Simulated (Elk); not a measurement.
## Cr3CdC: which magnetic order is lowest

Aim: find out whether Cr3CdC carries moments, and which collinear order costs least.

Main program and level: Elk 11.2.3 (patched build); LDA (Perdew-Wang); all-electron APW+lo, Dirac cores, scalar-relativistic bands.

## Step 1: The structure

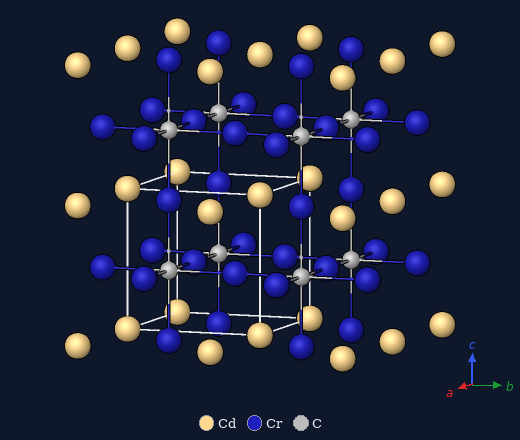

Start, viewed slightly off an axis; cadmium orange, chromium blue, carbon light grey. 2×2×2 cells are drawn. Some periodic images of atoms are drawn too.

The cell is a made-up one and need not be a known phase.

## Step 2: Order 1, typed as ferro +++

The parallel start comes first: it fits the smallest cell, keeps the most symmetry and shows whether parallel moments form.

Moments are seeded by fields in the spheres (the last three columns under atoms), set against the wanted direction and reduced each loop.

Input file elk.in:

```
tasks
  0
  33
  73

xctype
  3

rgkmax
  7.0

nempty
  12

swidth
  0.003

reducebf
  0.5

epsengy
  1e-05

maxscl
  100

lmaxi
  2

spinpol
  .true.

sppath
  './'

avec
  7.47891428137 0.00000000000 0.00000000000
  0.00000000000 7.47891428137 0.00000000000
  0.00000000000 0.00000000000 7.47891428137

atoms
  3
  'Cd.in'
  1
  0.0000000000 0.0000000000 0.0000000000   0.000000 0.000000 0.000000
  'Cr.in'
  3
  0.0000000000 0.5000000000 0.5000000000   0.000000 0.000000 -0.187500
  0.5000000000 0.0000000000 0.5000000000   0.000000 0.000000 -0.187500
  0.5000000000 0.5000000000 0.0000000000   0.000000 0.000000 -0.187500
  'C.in'
  1
  0.5000000000 0.5000000000 0.5000000000   0.000000 0.000000 0.000000

ngridk
  6 6 6

plot3d
  0 0 0
  1 0 0
  0 1 0
  0 0 1
  20 20 20
```

Command:

```sh
$ OMP_NUM_THREADS=4 elk
```

Numbers of over 12 decimals in the logs are rounded to 6 here.

The log of the run:

```text
Warning(linengy): could not find 1 linearisation energies in s.c. loop 6
Warning(linengy): could not find 1 linearisation energies in s.c. loop 7
Warning(linengy): could not find 1 linearisation energies in s.c. loop 8
Warning(linengy): could not find 1 linearisation energies in s.c. loop 9
Warning(linengy): could not find 1 linearisation energies in s.c. loop 10
Warning(linengy): could not find 1 linearisation energies in s.c. loop 11
Warning(linengy): could not find 1 linearisation energies in s.c. loop 12
Warning(linengy): could not find 1 linearisation energies in s.c. loop 13
Warning(linengy): could not find 1 linearisation energies in s.c. loop 14
Warning(linengy): could not find 1 linearisation energies in s.c. loop 15
Warning(linengy): could not find 1 linearisation energies in s.c. loop 16
Warning(linengy): could not find 1 linearisation energies in s.c. loop 17
Warning(linengy): could not find 1 linearisation energies in s.c. loop 18
Warning(linengy): could not find 1 linearisation energies in s.c. loop 19
Warning(linengy): could not find 1 linearisation energies in s.c. loop 20
Warning(linengy): could not find 1 linearisation energies in s.c. loop 21
Warning(linengy): could not find 1 linearisation energies in s.c. loop 22
Warning(linengy): could not find 1 linearisation energies in s.c. loop 23
Warning(linengy): could not find 1 linearisation energies in s.c. loop 24
Warning(linengy): could not find 1 linearisation energies in s.c. loop 25
Warning(linengy): could not find 1 linearisation energies in s.c. loop 26
Warning(linengy): could not find 1 linearisation energies in s.c. loop 27
Warning(linengy): could not find 1 linearisation energies in s.c. loop 28
Warning(linengy): could not find 1 linearisation energies in s.c. loop 29
Warning(linengy): could not find 1 linearisation energies in s.c. loop 30
Warning(linengy): could not find 1 linearisation energies in s.c. loop 31
Warning(linengy): could not find 1 linearisation energies in s.c. loop 32
Warning(linengy): could not find 1 linearisation energies in s.c. loop 33
Warning(linengy): could not find 1 linearisation energies in s.c. loop 34
Warning(linengy): could not find 1 linearisation energies in s.c. loop 35
Warning(linengy): could not find 1 linearisation energies in s.c. loop 36
Warning(linengy): could not find 1 linearisation energies in s.c. loop 37
Warning(linengy): could not find 1 linearisation energies in s.c. loop 38
Warning(linengy): could not find 1 linearisation energies in s.c. loop 39
Info(gndstate): no moment of its own; a second start begins; STATE.OUT holds the state before
Warning(linengy): could not find 1 linearisation energies in s.c. loop 40
Warning(linengy): could not find 1 linearisation energies in s.c. loop 41
Warning(linengy): could not find 1 linearisation energies in s.c. loop 42
Warning(linengy): could not find 1 linearisation energies in s.c. loop 43
Warning(linengy): could not find 1 linearisation energies in s.c. loop 44
Warning(linengy): could not find 1 linearisation energies in s.c. loop 45
Warning(linengy): could not find 1 linearisation energies in s.c. loop 46
Warning(linengy): could not find 1 linearisation energies in s.c. loop 47
Warning(linengy): could not find 1 linearisation energies in s.c. loop 48
Warning(linengy): could not find 1 linearisation energies in s.c. loop 49
Warning(linengy): could not find 1 linearisation energies in s.c. loop 50
Warning(linengy): could not find 1 linearisation energies in s.c. loop 51
Warning(linengy): could not find 1 linearisation energies in s.c. loop 52
Warning(linengy): could not find 1 linearisation energies in s.c. loop 53
Warning(linengy): could not find 1 linearisation energies in s.c. loop 54
Warning(linengy): could not find 1 linearisation energies in s.c. loop 55
Warning(linengy): could not find 1 linearisation energies in s.c. loop 56
Warning(linengy): could not find 1 linearisation energies in s.c. loop 57
Warning(linengy): could not find 1 linearisation energies in s.c. loop 58
Warning(linengy): could not find 1 linearisation energies in s.c. loop 59
Warning(linengy): could not find 1 linearisation energies in s.c. loop 60
Warning(linengy): could not find 1 linearisation energies in s.c. loop 61
Warning(linengy): could not find 1 linearisation energies in s.c. loop 62
Warning(linengy): could not find 1 linearisation energies in s.c. loop 63
Warning(linengy): could not find 1 linearisation energies in s.c. loop 64
Warning(linengy): could not find 1 linearisation energies in s.c. loop 65
Warning(linengy): could not find 1 linearisation energies in s.c. loop 66
Warning(linengy): could not find 1 linearisation energies in s.c. loop 67
Warning(linengy): could not find 1 linearisation energies in s.c. loop 68
Warning(linengy): could not find 1 linearisation energies in s.c. loop 69
Warning(linengy): could not find 1 linearisation energies in s.c. loop 70
Warning(linengy): could not find 1 linearisation energies in s.c. loop 71
Warning(linengy): could not find 1 linearisation energies in s.c. loop 72
Warning(linengy): could not find 1 linearisation energies in s.c. loop 73
Warning(linengy): could not find 1 linearisation energies in s.c. loop 74
Warning(linengy): could not find 1 linearisation energies in s.c. loop 75
Warning(linengy): could not find 1 linearisation energies in s.c. loop 76
Warning(linengy): could not find 1 linearisation energies in s.c. loop 77
Warning(linengy): could not find 1 linearisation energies in s.c. loop 78
Warning(linengy): could not find 1 linearisation energies in s.c. loop 79

--- INFO.OUT ---
┌─────────────────────────┐
│ Elk code version 11.2.3 │
└─────────────────────────┘

All units are atomic (Hartree, Bohr, etc.)

┌─────────────────────────────────────────────────┐
│ Ground-state run starting from atomic densities │
└─────────────────────────────────────────────────┘

Lattice vectors :
   7.478914281       0.000000000       0.000000000
   0.000000000       7.478914281       0.000000000
   0.000000000       0.000000000       7.478914281

Reciprocal lattice vectors :
  0.8401199788       0.000000000       0.000000000
   0.000000000      0.8401199788       0.000000000
   0.000000000       0.000000000      0.8401199788

Unit cell volume      :    418.3267793
Brillouin zone volume :   0.5929580073

Muffin-tin inner radius fraction :   0.1000000000E-01

Nuclei treated as point charges

Species : 1 (Cd)
 parameters loaded from : Cd.in
 name : cadmium
 nuclear charge    :   -48.00000000
 electronic charge :    48.00000000
 atomic mass :    204912.7176
 muffin-tin radius :    2.600000000
 number of radial points in muffin-tin :    597
 inner part over the whole radius :   0.9839615420E-02
[...]
species : 3 (C)
   atom 1                    :  -0.4449502895E-01
 total in muffin-tins        :    3.625717222
 total moment                :    4.003079217

┌─────────────────┐
│ Loop number : 2 │
└─────────────────┘

Energies :
 Fermi                       :     0.298509
 sum of occupied eigenvalues :     -5200.2030393057
 electron kinetic            :      9056.8361290068
 core electron kinetic       :      8583.3256637112
 Coulomb                     :     -17539.370666280
 Coulomb potential           :     -13896.988955036
 nuclear-nuclear             :     -1211.8410203110
 electron-nuclear            :     -18794.297739597
 Hartree                     :      2466.7680936285
 Madelung                    :     -10590.876188762
 xc potential                :     -359.89053546549
 xc effective B-field        :    -0.90170433235887E-01
 external B-field            :      0.000000
 exchange                    :     -282.40704530754
 correlation                 :     -10.974057874089
 electron entropic           :    -0.45272029130041E-02
 total energy                :     -8775.9201676576
 (external B-field energy excluded from total)

Density of states at Fermi energy :    153.8190763
 (states/Hartree/unit cell)

Estimated indirect band gap :   0.6990894215E-03
 from k-point 9 to k-point 13
Estimated direct band gap   :   0.3310975703E-02
 at k-point 13

Charges :
 core                        :    62.00000000
 valence                     :    64.00000000
 interstitial                :    8.712999336
 muffin-tins (core leakage)
  species : 1 (Cd)
   atom 1                    :    47.02095248     (  0.2705877881E-03)
  species : 2 (Cr)
   atom 1                    :    21.44356001     ( -0.3458577424E-05)
   atom 2                    :    21.44356001     ( -0.3458577424E-05)
   atom 3                    :    21.44356001     ( -0.3458577424E-05)
  species : 3 (C)
   atom 1                    :    5.935368159     (  0.2282914628E-04)
 total in muffin-tins        :    117.2870007
 total calculated charge     :    125.9991603
 total charge                :    126.0000000
 error                       :   0.8397169589E-03

Moments :
 interstitial                :   0.3804379055
 muffin-tins
  species : 1 (Cd)
   atom 1                    :  -0.1218983871E-01
  species : 2 (Cr)
   atom 1                    :    1.246765194
   atom 2                    :    1.246765194
   atom 3                    :    1.246765194
  species : 3 (C)
   atom 1                    :  -0.4567488707E-01
 total in muffin-tins        :    3.682430857
 total moment                :    4.062868763

RMS change in Kohn-Sham potential (target) :   0.4638182685     (  0.1000000000E-05)
Absolute change in total energy (target)   :   0.1853011250     (  0.1000000000E-04)

[... loops 3 to 88 left out ...]

┌──────────────────┐
│ Loop number : 89 │
└──────────────────┘

Energies :
 Fermi                       :     0.343981
 sum of occupied eigenvalues :     -5197.4075727431
 electron kinetic            :      9078.3842020683
 core electron kinetic       :      8583.6340809834
 Coulomb                     :     -17558.827457004
 Coulomb potential           :     -13885.112530107
 nuclear-nuclear             :     -1211.8410203110
 electron-nuclear            :     -18845.715841018
 Hartree                     :      2498.7294043252
 Madelung                    :     -10616.271191951
 xc potential                :     -390.67924469443
 xc effective B-field        :    -0.89901501478151E-08
 external B-field            :      0.000000
 exchange                    :     -283.91940699610
 correlation                 :     -11.028688899996
 electron entropic           :    -0.58647123853257E-02
 total energy                :     -8775.3972155444
 (external B-field energy excluded from total)

Density of states at Fermi energy :    192.1937705
 (states/Hartree/unit cell)

Estimated indirect band gap :   0.2729954208E-02
 from k-point 12 to k-point 11
Estimated direct band gap   :   0.6609544653E-02
 at k-point 13

Charges :
 core                        :    62.00000000
 valence                     :    64.00000000
 interstitial                :    7.918613558
 muffin-tins (core leakage)
  species : 1 (Cd)
   atom 1                    :    46.98818341     (  0.2466406536E-03)
  species : 2 (Cr)
   atom 1                    :    22.11640338     ( -0.3458630436E-05)
   atom 2                    :    22.11640338     ( -0.3458630436E-05)
   atom 3                    :    22.11640338     ( -0.3458630436E-05)
  species : 3 (C)
   atom 1                    :    4.743992876     (  0.2324814351E-04)
 total in muffin-tins        :    118.0813864
 total calculated charge     :    125.9992865
 total charge                :    126.0000000
 error                       :   0.7134891361E-03

Moments :
 interstitial                :   0.1161289195E-03
 muffin-tins
  species : 1 (Cd)
   atom 1                    :   0.3124123090E-05
  species : 2 (Cr)
   atom 1                    :   0.3989275447E-03
   atom 2                    :   0.3989275447E-03
   atom 3                    :   0.3989275447E-03
  species : 3 (C)
   atom 1                    :  -0.4221928329E-05
 total in muffin-tins        :   0.1195684829E-02
 total moment                :   0.1311813748E-02

RMS change in Kohn-Sham potential (target) :   0.4688451862E-06 (  0.1000000000E-05)
Absolute change in total energy (target)   :   0.5993151717E-05 (  0.1000000000E-04)

Convergence targets achieved

┌──────────────────┐
│ Loop number : 90 │
└──────────────────┘

Energies :
 Fermi                       :     0.343981
 sum of occupied eigenvalues :     -5197.4075726727
 electron kinetic            :      9078.3842018595
 core electron kinetic       :      8583.6340809685
 Coulomb                     :     -17558.827456706
 Coulomb potential           :     -13885.112530125
 nuclear-nuclear             :     -1211.8410203110
 electron-nuclear            :     -18845.715840388
 Hartree                     :      2498.7294039929
 Madelung                    :     -10616.271191643
 xc potential                :     -390.67924439673
 xc effective B-field        :    -0.89729638669312E-08
 external B-field            :      0.000000
 exchange                    :     -283.91940696596
 correlation                 :     -11.028688899038
 electron entropic           :    -0.58647123607346E-02
 total energy                :     -8775.3972154238
 (external B-field energy excluded from total)

Density of states at Fermi energy :    192.1937698
 (states/Hartree/unit cell)

Estimated indirect band gap :   0.2729967659E-02
 from k-point 12 to k-point 11
Estimated direct band gap   :   0.6609558610E-02
 at k-point 13

Charges :
 core                        :    62.00000000
 valence                     :    64.00000000
 interstitial                :    7.918613576
 muffin-tins (core leakage)
  species : 1 (Cd)
   atom 1                    :    46.98818343     (  0.2466406536E-03)
  species : 2 (Cr)
   atom 1                    :    22.11640337     ( -0.3458629942E-05)
   atom 2                    :    22.11640337     ( -0.3458629942E-05)
   atom 3                    :    22.11640337     ( -0.3458629942E-05)
  species : 3 (C)
   atom 1                    :    4.743992889     (  0.2324814404E-04)
 total in muffin-tins        :    118.0813864
 total calculated charge     :    125.9992865
 total charge                :    126.0000000
 error                       :   0.7134891406E-03

Moments :
 interstitial                :   0.1159943884E-03
 muffin-tins
  species : 1 (Cd)
   atom 1                    :   0.3115390475E-05
  species : 2 (Cr)
   atom 1                    :   0.3985423377E-03
   atom 2                    :   0.3985423377E-03
   atom 3                    :   0.3985423377E-03
  species : 3 (C)
   atom 1                    :  -0.4258649761E-05
 total in muffin-tins        :   0.1194483754E-02
 total moment                :   0.1310478142E-02

┌──────────────────────────────┐
│ Self-consistent loop stopped │
└──────────────────────────────┘

Warning : core states of species 1 leak from the muffin-tin :   0.2466406536E-03

Wrote STATE.OUT
```

The job ended after 4.5 min (4 threads of Arm Neoverse V1, shared host; peak memory 0.24 GiB).

The moments died away, and this build then starts once more from a stronger push, within the same count of loops.

Spin moment in the muffin-tin sphere by atom:

| atom | spin moment in the muffin-tin sphere (μB) |
| --- | --- |
| Cd1 | 0.0000 |
| Cr2 | 0.0004 |
| Cr3 | 0.0004 |
| Cr4 | 0.0004 |
| C5 | 0.0000 |

Numbers from this step:

- final state: non-magnetic

After 90 cycles the seed has died away: no moment is left.

(Continued in part 2 of 2.)

[Logs and program files are shortened in this print: banners, set-up blocks, solver, clock and traceback lines can be left out without a mark of their own.]

[Logs are printed without paths, hosts, clocks, repeated set-up lines and the standing remarks that a program may print on its own settings, such as how far it seeks lower states.]

[Hosts, paths, dates, database ids (printed as entryN), source tags and the programs' standing remarks are cut or masked in the printed files.]

[Where a cell is said to come from a database of computed structures, the database is the Materials Project.]
